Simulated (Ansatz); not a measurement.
Take Os in the hcp (Mg type) structure (space group P6_3/mmc, No. 194; a = 2.738 Å, c = 4.319 Å; relaxed with 0.1 eV smearing) as the base. Axes: x lies along a and z along c of the hexagonal cell.

Structures relaxed with plane-wave PAW DFT at the r2SCAN level (Ansatz, a quantum-chemistry and plane-wave program, 500 eV), scalar-relativistic without spin-orbit coupling, earlier PAW set.

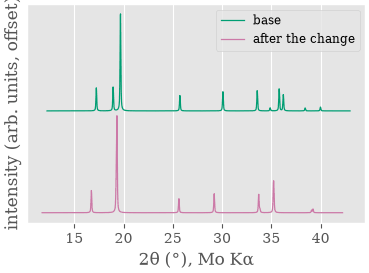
Figure: Simulated powder patterns before (top) and after one change

**Question.** Which of these changes matches the shifts?
(A) biaxial strain −0.43 %, plane normal [001], relaxed out of plane
(B) biaxial strain +2.97 %, plane normal [001], relaxed out of plane
(C) uniaxial stress, 3 GPa compression along x
(D) uniaxial strain ε_yy = +0.66 %

**Answer.** B, biaxial strain +2.97 %, plane normal [001], relaxed out of plane. Its volume per atom is 14.63 Å³ against 14.03 Å³, and its space group is P6_3/mmc (No. 194).

Stability under load was not tested beyond the relaxation. All final runs are without spin polarisation.
